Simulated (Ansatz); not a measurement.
Electronic density of states of amorphous Si20Al2P2O48, density 2.16 g/cm³, on a 2×2×2 Γ-centred mesh with a Gaussian width of 0.1 eV; energies count from the Fermi level, whose place inside the gap is arbitrary. Cell and mesh are small, so fine structure isn't converged. Method: PBE, scalar-relativistic without spin-orbit coupling (plane waves to 420 eV, PAW; Ansatz, a program for electronic structure). Sampling: a 2×2×2 Γ-centred mesh; Fermi-Dirac width 0.02 eV; no spin polarisation. At PBE the levels at the filled edge of the gap are localised (band-tail or defect states), and the nearest spread-out levels lie 5.5 eV apart at the zone centre.

It comes from a melt-quench run on a machine-learned potential (CHGNet), relaxed afterwards by DFT. O atoms were pushed apart under 1.9 Å during the dynamics, to hinder bonds among them. The hot cell started wider than the set density and was brought back towards it in steps. It is the lowest in DFT energy of 2 quenches. It is a model cell: composition and starting density were chosen by hand, and all elements were melted together. No dispersion term was used. Its density started from a set value of 2.35 and ended at 2.16 g/cm³. The quench (nominally 310 K/ps over its main leg) was far faster than any real one, so the model tends to hold more defects than a real film. Values belong to this one cell and scatter from quench to quench. Volume and shape were free in the relaxation.

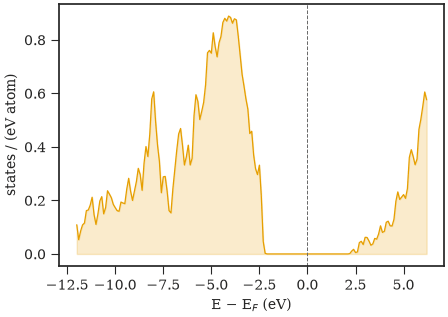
Figure. Density of states per atom

The level gap on this mesh is 4.79 eV; the broadening fills part of it in the curve.
